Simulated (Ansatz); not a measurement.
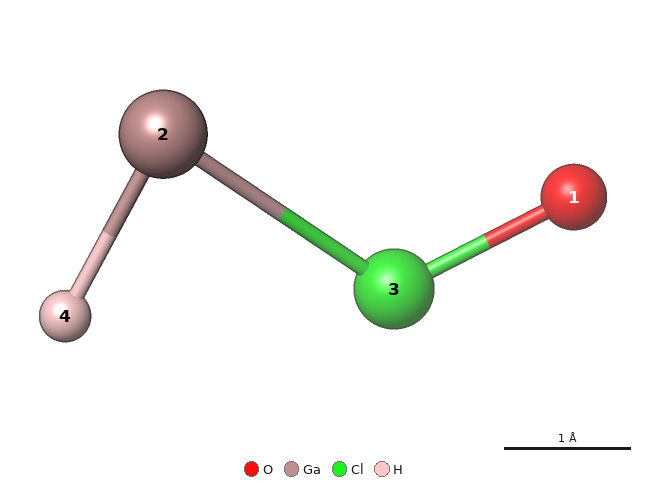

Orthographic view. Distant atoms are faded towards the background colour. The species has charge −1 and is a spin singlet. The computed structure is the end point of a PBE0-D4/def2-TZVPD optimisation. No frequency run is at hand to confirm it as a minimum.

Give the geometry as a Z-matrix, atoms in numerical order, with these reference atoms: 2 to 1; 3 to 1, 2; 4 to 2, 3, 1.

```
O  
Ga   1   3.447
Cl   1   1.607   2    38.8
H    2   1.707   3    78.9   1   180.0
```
